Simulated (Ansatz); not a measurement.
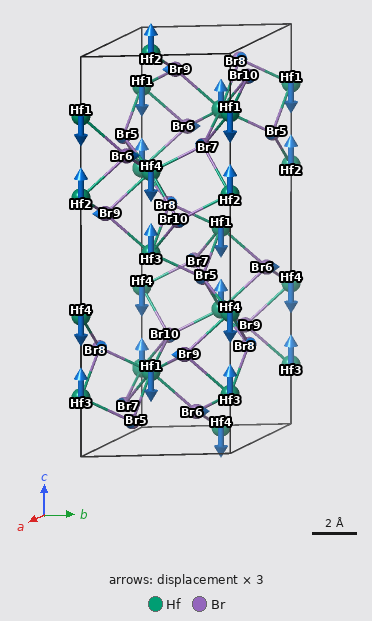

A relaxation of a crystal of Hf2Br3 (built on the corundum_167 type) (coarse preliminary run). The starting structure is drawn; blue arrows show the displacements (the part carried along by the change of the cell is left out), 3 times their true length.

A ball-and-stick model of the conventional cell (3 times the calculation's cell), seen slightly off an axis. Lengths and directions refer to the drawn axes.

Case: corundum type (R-3c, No. 167).

The calculation used Ansatz 0.2.0, DFT PBE, scalar-relativistic, plane waves, PAW.

Input
```yaml
crystal:
  lattice:
    - [3.4583571189, 1.9966834135, 6.2947292999]
    - [-3.4583571189, 1.9966834135, 6.2947292999]
    - [0.0, -3.9933668271, 6.2947292999]
  atoms:
    - { symbol: Hf, position: [0.85218, 0.85218, 0.85218] }
    - { symbol: Hf, position: [0.64782, 0.64782, 0.64782] }
    - { symbol: Hf, position: [0.14782, 0.14782, 0.14782] }
    - { symbol: Hf, position: [0.35218, 0.35218, 0.35218] }
    - { symbol: Br, position: [0.05625, 0.44375, 0.75] }
    - { symbol: Br, position: [0.75, 0.05625, 0.44375] }
    - { symbol: Br, position: [0.44375, 0.75, 0.05625] }
    - { symbol: Br, position: [0.94375, 0.55625, 0.25] }
    - { symbol: Br, position: [0.25, 0.94375, 0.55625] }
    - { symbol: Br, position: [0.55625, 0.25, 0.94375] }
basis:
  ecutwfc: 420
kpoints:
  mp_grid: { grid: [3, 3, 3] }
hamiltonian:
  xc: pbe
scf:
  occupations: { method: gaussian, width: 0.1 }
  lower_state_search: "off"
output:
  forces: true
  stress: true
  eigenvalues: true
relax:
  adjacent_minimum: "off"
  f_tol: 0.04
  max_steps: 70
  cell: { stress_tol: 0.4 }
```

Run as
```bash
ansatz run input.yaml --threads 1 --pin off --max-ram 2560MiB --backend cpu --events-out ev --progress --plain --runs-dir out
```

What did the optimiser do to the structure, and how much energy did it gain?

Over 10 accepted moves (13 points after the start) the energy falls by 4.115 eV per cell of the calculation. Largest force component: 1.4 eV/Å at the start, 0.00093 eV/Å at the end. The pressure goes from −2.15 to 0.05 GPa. The line search rejected the trial step at point 8 of the run. The SCF was repeated twice at an unchanged geometry on a basis and grid sized afresh for the cell, which shifted the energy by 30.9 meV per cell of the calculation at most. The largest moves relative to the cell, 0.48 Å, are those of Hf1, Hf2, Hf3 and Hf4. Hf3 goes along +c. Largest moves by element: Hf 0.48 Å, Br 0.21 Å. The drawn cell changes as follows: a = b 6.917 → 5.953 Å (−13.9 %), c 18.884 → 22.869 Å (+21.1 %); the volume changes by −10.3 %. Near-neighbour distances that change, for instance: Hf1–Hf3 4.056 → 3.438 Å, Hf1–Br5 2.865 → 2.749 Å, Hf1–Br10 2.695 → 2.771 Å. Among the angles between lasting bonds that change: Br5–Hf3–Br6 101.2° → 75.7°, Hf1–Br10–Hf2 120.4° → 140.0°, Hf1–Br10–Hf3 93.6° → 77.1°. The space group stays R-3c (No. 167).
